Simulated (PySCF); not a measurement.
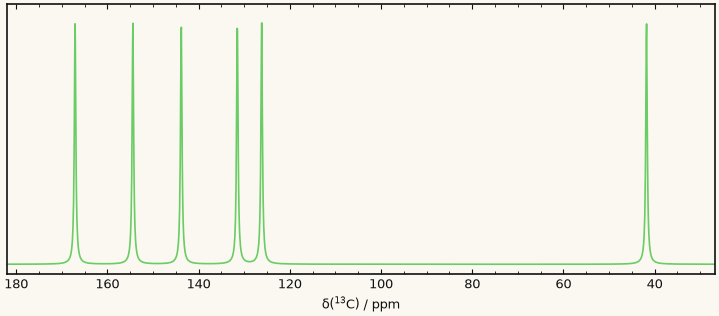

GIAO shifts, PBE0/pcSseg-1, PySCF 2.14.0, at a PBE0-D3(BJ)/def2-SVP geometry (no frequency check), against TMS for ¹³C computed at the same level. Gas phase, fully decoupled, line heights follow the number of nuclei, widths are arbitrary (no quadrupolar broadening); values of one conformer, averaged over nuclei that symmetry, rotation about single bonds or inversion at nitrogen exchange, these motions taken as fast; other conformers aren't averaged in.

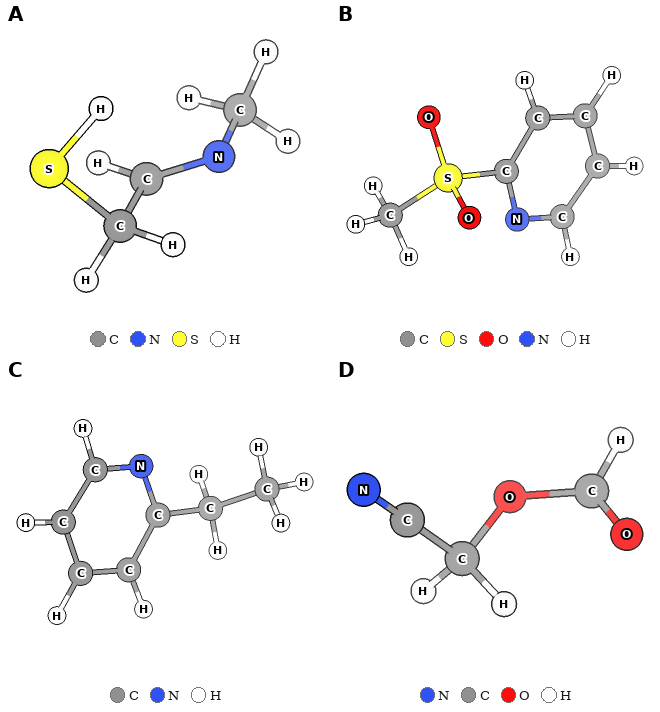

### Which structure fits the spectrum? The candidates are drawn in the second picture.

Structure B, C₆H₇NO₂S, SMILES CS(=O)(=O)c1ccccn1. Its ¹³C signals: 167.1 (1 C), 154.4 (1 C), 143.8 (1 C), 131.5 (1 C), 126.2 (1 C), 41.8 (1 C) ppm.
